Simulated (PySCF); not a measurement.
C5H13NOSi2 (SMILES [H]/N=C/C(=C\[SiH2][SiH3])COC)

```json
{"atom": "C", "x (Å)": "-3.6255", "y (Å)": "-1.0449", "z (Å)": "-0.6079"}
{"atom": "O", "x (Å)": "-2.2726", "y (Å)": "-1.0180", "z (Å)": "-0.2406"}
{"atom": "C", "x (Å)": "-1.7538", "y (Å)": "0.2893", "z (Å)": "-0.1902"}
{"atom": "C", "x (Å)": "-0.3046", "y (Å)": "0.2875", "z (Å)": "0.2143"}
{"atom": "C", "x (Å)": "0.3221", "y (Å)": "1.5968", "z (Å)": "0.2705"}
{"atom": "N", "x (Å)": "-0.3287", "y (Å)": "2.6474", "z (Å)": "0.0192"}
{"atom": "C", "x (Å)": "0.3681", "y (Å)": "-0.8331", "z (Å)": "0.5048"}
{"atom": "Si", "x (Å)": "2.1750", "y (Å)": "-0.9696", "z (Å)": "1.0166"}
{"atom": "Si", "x (Å)": "3.5938", "y (Å)": "-0.1770", "z (Å)": "-0.6323"}
{"atom": "H", "x (Å)": "-4.2437", "y (Å)": "-0.4867", "z (Å)": "0.1070"}
{"atom": "H", "x (Å)": "-3.9289", "y (Å)": "-2.0904", "z (Å)": "-0.6104"}
{"atom": "H", "x (Å)": "-3.7762", "y (Å)": "-0.6182", "z (Å)": "-1.6079"}
{"atom": "H", "x (Å)": "-2.3189", "y (Å)": "0.9040", "z (Å)": "0.5291"}
{"atom": "H", "x (Å)": "-1.8469", "y (Å)": "0.7822", "z (Å)": "-1.1714"}
{"atom": "H", "x (Å)": "1.3887", "y (Å)": "1.5753", "z (Å)": "0.5447"}
{"atom": "H", "x (Å)": "0.1978", "y (Å)": "3.5150", "z (Å)": "0.0817"}
{"atom": "H", "x (Å)": "-0.1959", "y (Å)": "-1.7525", "z (Å)": "0.4222"}
{"atom": "H", "x (Å)": "2.3868", "y (Å)": "-2.3920", "z (Å)": "1.3213"}
{"atom": "H", "x (Å)": "2.3451", "y (Å)": "-0.2645", "z (Å)": "2.2980"}
{"atom": "H", "x (Å)": "2.8751", "y (Å)": "0.1906", "z (Å)": "-1.8563"}
{"atom": "H", "x (Å)": "4.6203", "y (Å)": "-1.1494", "z (Å)": "-1.0134"}
{"atom": "H", "x (Å)": "4.3127", "y (Å)": "1.0279", "z (Å)": "-0.2016"}
```

Geometry: GFN2-xTB.

The calculation used PBE0/pcSseg-1, SCF density, gas phase, non-relativistic (PySCF).

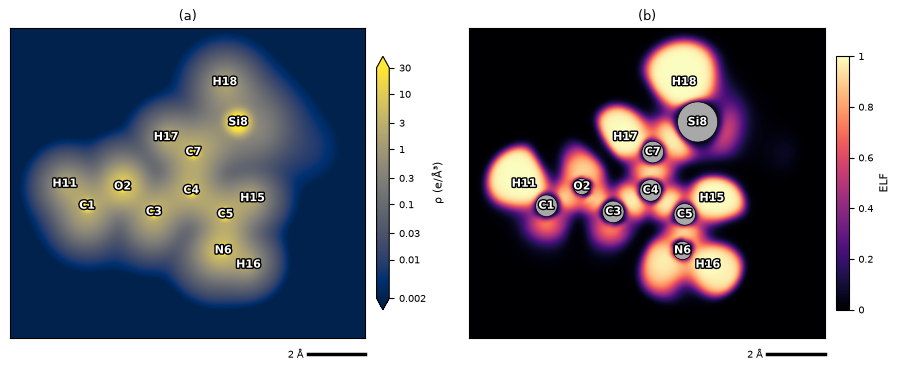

Figure 1. (a) total electron density; (b) electron localisation function on the plane of atoms O2, C1 and H11. Grey discs cover the atomic cores in the ELF map.

> Read the bonding off the picture.

Atoms in the plane: C, O, N, Si and H. C–N (1.26 Å): ρ is about 2.8 e/Å³ halfway; the ELF peaks at about 0.90 between the atoms (a multiple bond). C–C (1.34 Å): the density is about 2.3 e/Å³ at the midpoint; the ELF peaks at about 0.90 between the atoms (a short, multiple covalent bond). C–O (1.40 Å): ρ is about 2.1 e/Å³ halfway, with its minimum of 1.8 e/Å³ about 0.5 Å from C; the ELF peaks at about 0.90 between the atoms; a polar covalent bond. C–Si (1.88 Å): ρ at the midpoint is about 0.92 e/Å³; the ELF peaks at about 0.95 between the atoms: a shared electron pair. N–H (1.02 Å): ρ at the midpoint is about 2.8 e/Å³; the ELF climbs to about 1 towards the hydrogen, as it does in any bond to H; a covalent bond by its length. The ELF also peaks beside N6 and O2, away from the bonds: lone-pair regions.

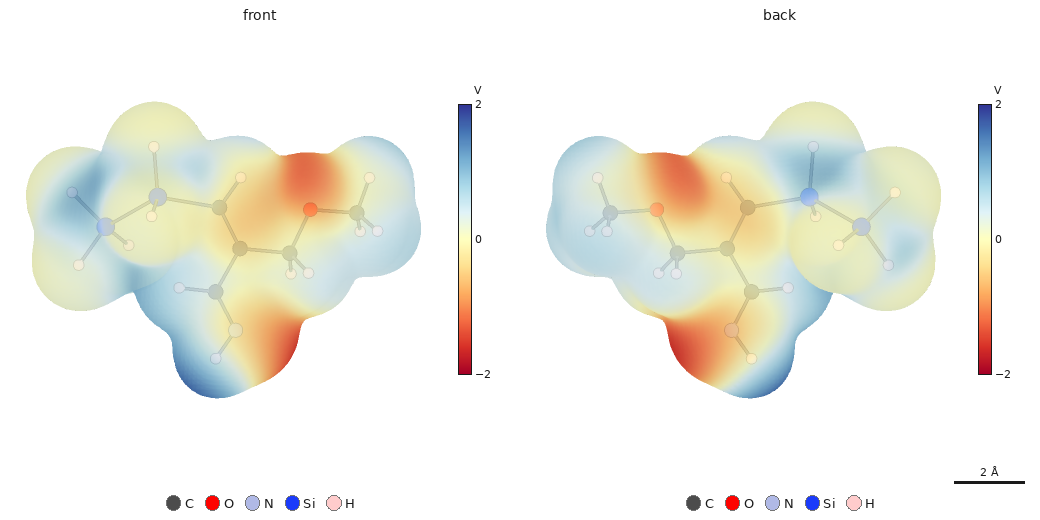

Figure 2. The electrostatic potential painted on the density surface at 0.002 e/bohr³, seen from the front and from behind; the colour scale runs from red (negative) to blue (positive).

> Describe the electrostatic potential map.

The most negative region (about −1.5 V) lies over N6, the most positive (about +1.6 V) over H16. N6 is the likeliest acceptor of a hydrogen bond.

> How polar is the molecule by this calculation?

Its dipole moment is 0.46 D.
